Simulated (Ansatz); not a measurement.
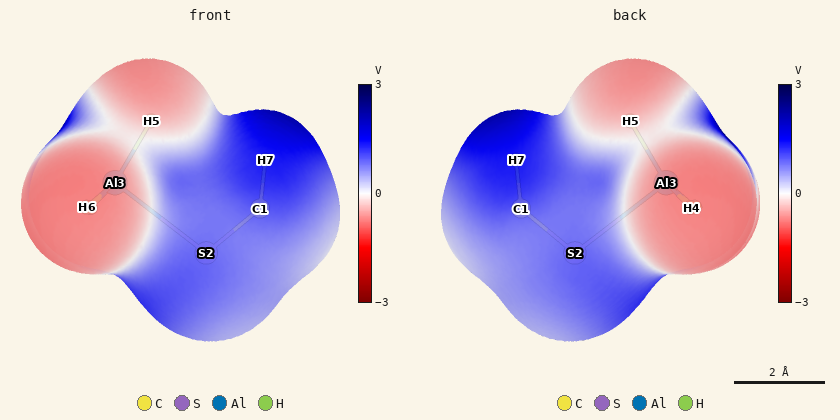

The picture shows: CH4AlS (doublet). The electrostatic potential painted on the density surface at 0.002 e/bohr³, seen from the front and from behind; the colour scale runs from red (negative) to blue (positive).

Geometry: PBE0-D4/def2-TZVP.

Method: UKS PBE0-D4/def2-TZVPP in Ansatz 0.2.0.

```csv
atom,x (Å),y (Å),z (Å)
C,0.8045,-1.9019,0.0041
S,-0.6794,-1.4711,-0.1750
Al,-0.5564,1.0899,-0.0164
H,-1.1475,1.3399,-1.4766
H,1.0199,1.2030,0.2105
H,-1.5293,1.1935,1.2433
H,1.7485,-1.3868,0.1634
```

Describe the electrostatic potential map.

Answer. The most negative region (about −0.7 V, or −16 kcal/mol for a unit charge) lies over H4 and H6, the most positive (about +2.3 V, or +53 kcal/mol for a unit charge) over Al3.
